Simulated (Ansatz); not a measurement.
CH$_{8}$ClFSi$_{3}$: several calculations on one system

## 1. Relaxation

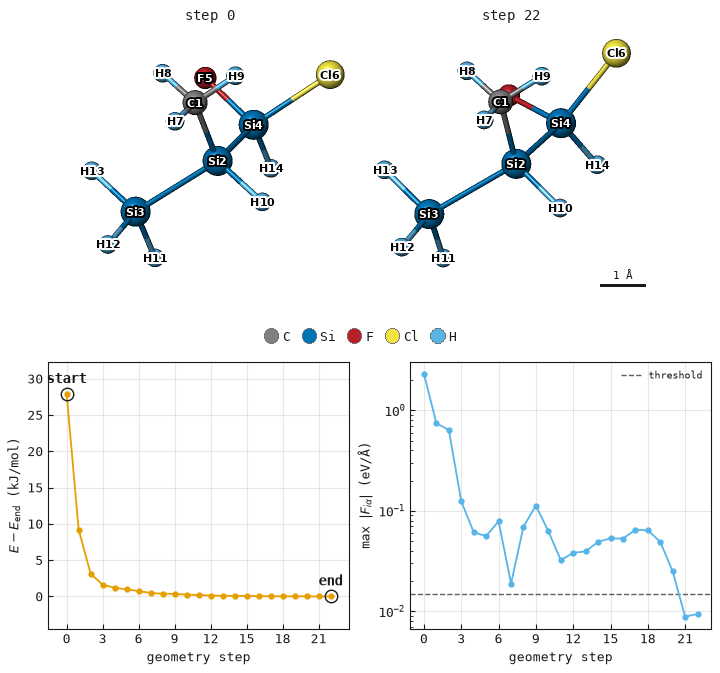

First and last geometry of a relaxation of CH8ClFSi3, with the history of the run. Style: ball-and-stick. Shown from a free direction.

The run prepares an end point of a later path (torsion) calculation, from a guessed geometry.

Computed with RKS PBE/def2-SVP in Ansatz.

Input
```yaml
crystal:
  periodic: [false, false, false]
  atoms:
    - { symbol: C, position_ang: [-0.0482, -1.9473, 0.266] }
    - { symbol: Si, position_ang: [0.4304, -0.1561, 0.4923] }
    - { symbol: Si, position_ang: [1.2741, 0.6911, -1.4647] }
    - { symbol: Si, position_ang: [-1.299, 1.2118, 0.8504] }
    - { symbol: F, position_ang: [-2.4192, 1.0597, -0.3695] }
    - { symbol: Cl, position_ang: [-2.3148, 0.6934, 2.5965] }
    - { symbol: H, position_ang: [0.7826, -2.5441, 0.0186] }
    - { symbol: H, position_ang: [-0.7845, -1.9848, -0.5655] }
    - { symbol: H, position_ang: [-0.5573, -2.2856, 1.2033] }
    - { symbol: H, position_ang: [1.4341, -0.0652, 1.6255] }
    - { symbol: H, position_ang: [1.6473, 2.1226, -1.2508] }
    - { symbol: H, position_ang: [2.5552, -0.0508, -1.8057] }
    - { symbol: H, position_ang: [0.2777, 0.5908, -2.5746] }
    - { symbol: H, position_ang: [-0.9914, 2.6354, 1.007] }
basis:
  gaussian: { orbitals: def2-SVP }
hamiltonian:
  xc: pbe
relax:
  f_tol: 0.015
  max_steps: 40
output:
  orbitals: {}
```

Run as
```bash
ansatz run input.yaml --threads 2 --pin off --max-ram 3072MiB --backend cpu --events-out ev --progress --plain --runs-dir out
```

Q: Read the history and describe the run.

A: It converged. The atom that moves furthest after the best rigid fit is Cl6 (0.62 Å). Largest moves by element: Cl 0.62 Å, H 0.59 Å, F 0.51 Å, Si 0.18 Å, C 0.11 Å. Near-neighbour distances that change, for instance: Si2–Si4 2.234 → 2.353 Å, Si2–Si3 2.293 → 2.358 Å, C1–H7 1.052 → 1.108 Å, Si4–H14 1.465 → 1.502 Å. Bond angles that change, for instance: Si3–Si2–Si4 101.3° → 108.0°, C1–Si2–Si4 114.1° → 109.0°, Si4–Si2–H10 110.8° → 106.4°. Groups turn about Si2–Si4 by about 25°. Over 22 geometry steps the energy falls by 27.9 kJ/mol. Largest force component: 2.3 eV/Å at the start, 0.0094 eV/Å at the end. The run took 74 s on 2 threads of Arm Neoverse V2, with other jobs on the host, peak memory 0.2 GiB.

```csv
step,"E − E(0), kJ/mol","largest force component, eV/Å"
0,0.00,2.3019
1,-18.67,0.7418
2,-24.76,0.6372
3,-26.26,0.1241
4,-26.69,0.0611
5,-26.91,0.0560
6,-27.13,0.0786
7,-27.40,0.0188
8,-27.51,0.0694
9,-27.53,0.1124
10,-27.62,0.0628
11,-27.69,0.0323
12,-27.76,0.0381
13,-27.78,0.0395
14,-27.81,0.0490
15,-27.82,0.0532
16,-27.84,0.0529
17,-27.85,0.0645
18,-27.86,0.0639
19,-27.87,0.0491
20,-27.88,0.0249
21,-27.88,0.0088
22,-27.88,0.0094
```

## 2. Relaxation

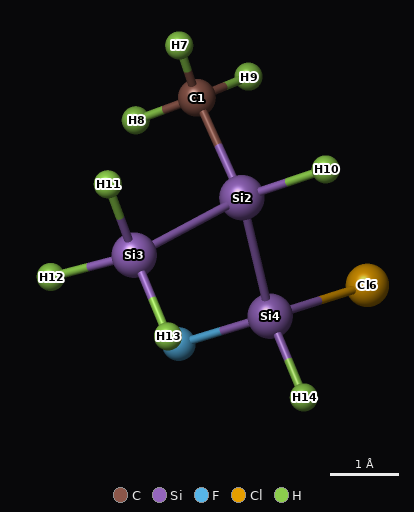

CH₈ClFSi₃, before the relaxation. A ball-and-stick model, seen from a free direction.

The run prepares an end point of a later path (torsion) calculation, from a guessed geometry.

Level of theory: RKS PBE/def2-SVP (Ansatz 0.2.0).

The input:
```yaml
crystal:
  periodic: [false, false, false]
  atoms:
    - { symbol: C, position_ang: [-0.0482, -1.9473, 0.266] }
    - { symbol: Si, position_ang: [0.4304, -0.1561, 0.4923] }
    - { symbol: Si, position_ang: [1.2741, 0.6911, -1.4647] }
    - { symbol: Si, position_ang: [-1.299, 1.2118, 0.8504] }
    - { symbol: F, position_ang: [-2.4192, 1.0597, -0.3695] }
    - { symbol: Cl, position_ang: [-2.3148, 0.6934, 2.5965] }
    - { symbol: H, position_ang: [0.7826, -2.5441, 0.0186] }
    - { symbol: H, position_ang: [-0.7845, -1.9848, -0.5655] }
    - { symbol: H, position_ang: [-0.5573, -2.2856, 1.2033] }
    - { symbol: H, position_ang: [1.4341, -0.0652, 1.6255] }
    - { symbol: H, position_ang: [2.48069, -0.10063, -1.85396] }
    - { symbol: H, position_ang: [0.2456, 0.49448, -2.56536] }
    - { symbol: H, position_ang: [1.64302, 2.13239, -1.31862] }
    - { symbol: H, position_ang: [-0.9914, 2.6354, 1.007] }
basis:
  gaussian: { orbitals: def2-SVP }
hamiltonian:
  xc: pbe
relax:
  f_tol: 0.015
  max_steps: 40
output:
  orbitals: {}
```

Command:
```bash
ansatz run input.yaml --threads 2 --pin off --max-ram 3072MiB --backend cpu --events-out ev --progress --plain --runs-dir out
```

Where does the relaxation end?

Answer. The largest move after the best rigid fit is that of Cl6, 0.61 Å. By element the largest moves are Cl 0.61 Å, H 0.58 Å, F 0.51 Å, Si 0.20 Å, C 0.12 Å. Some distances before and after: Si2–Si4 2.234 → 2.353 Å, Si2–Si3 2.293 → 2.358 Å, C1–H7 1.052 → 1.108 Å, Si4–H14 1.465 → 1.501 Å. Among the angles between lasting bonds that change: Si3–Si2–Si4 101.3° → 107.8°, C1–Si2–Si4 114.1° → 109.1°, Si4–Si2–H10 110.8° → 106.4°. Groups turn about Si2–Si4 by about 25°. After 23 geometry steps the energy has fallen by 6.55 kcal/mol. The largest force component goes from 2.3 to 0.0082 eV/Å. The forces were under the threshold at step 9, but the run went on from there. Cost: 76 s on 2 threads of Arm Neoverse V2, with other jobs on the host, peak memory 0.2 GiB.

Final geometry:

```xyz
14

C    -0.0937   -1.9238    0.3724
Si    0.4722   -0.1119    0.4223
Si    1.3307    0.6335   -1.6433
Si   -1.3615    1.2544    0.9754
F    -2.2371    1.5373   -0.3870
Cl   -2.5912    0.2291    2.3143
H     0.7698   -2.6025    0.2234
H    -0.8127   -2.0838   -0.4556
H    -0.5965   -2.1896    1.3238
H     1.5052    0.1020    1.5031
H     2.6057   -0.0913   -1.9887
H     0.3214    0.3768   -2.7304
H     1.6172    2.1107   -1.5875
H    -1.0533    2.5936    1.5799
```

The end point in the same view:

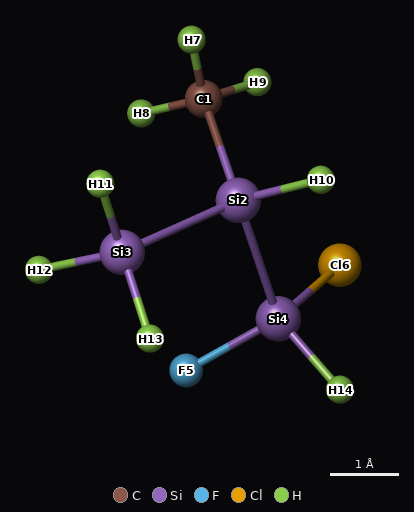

## 3. Path

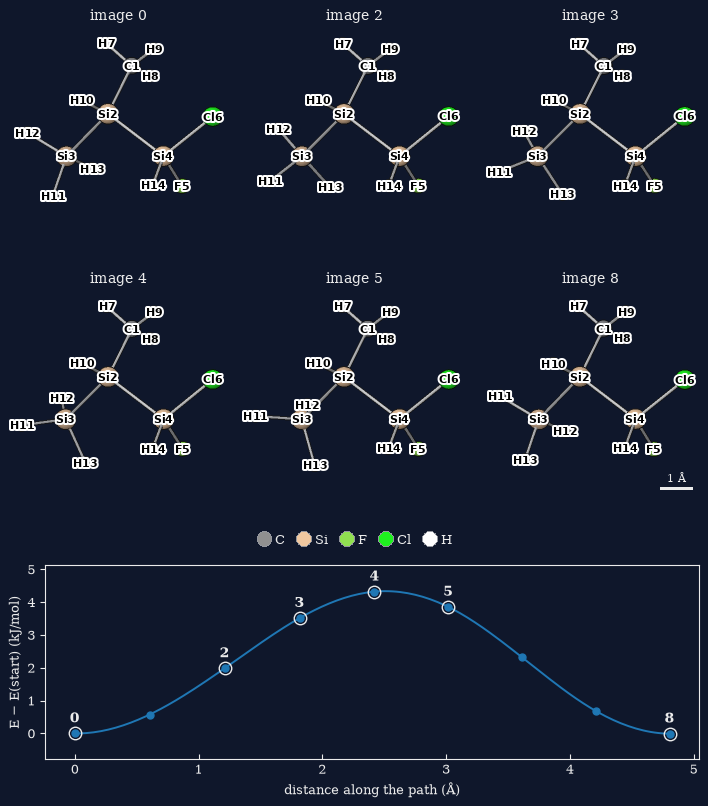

NEB run on CH₈ClFSi₃. Images are numbered from 0 (start) to 8 (end). The picture is a ball-and-stick view, seen at a tilt.

The calculation used RKS PBE/def2-SVP (Ansatz). Run with 7 movable images; climbing image; force threshold 0.05 eV/Å; iteration limit 48; starting path by image-dependent pair potential.

### Read off the barrier and say what moves.

The motion is a rotation about the Si2–Si3 bond by about 120°. No bond forms or breaks between the ends. The barrier is about 4.32 kJ/mol in both directions, with image 4 at the top; the ends have the same energy. The band converged in 4 iterations. The largest component of the band force went from 0.63 to 0.037 eV/Å. The climbing image converged on the top of the path. Its vibrational analysis gives one imaginary mode (95i cm⁻¹), as a transition state must have.

The run took 110 s on 2 threads of Arm Neoverse V2, on a shared host, peak memory 0.2 GiB.
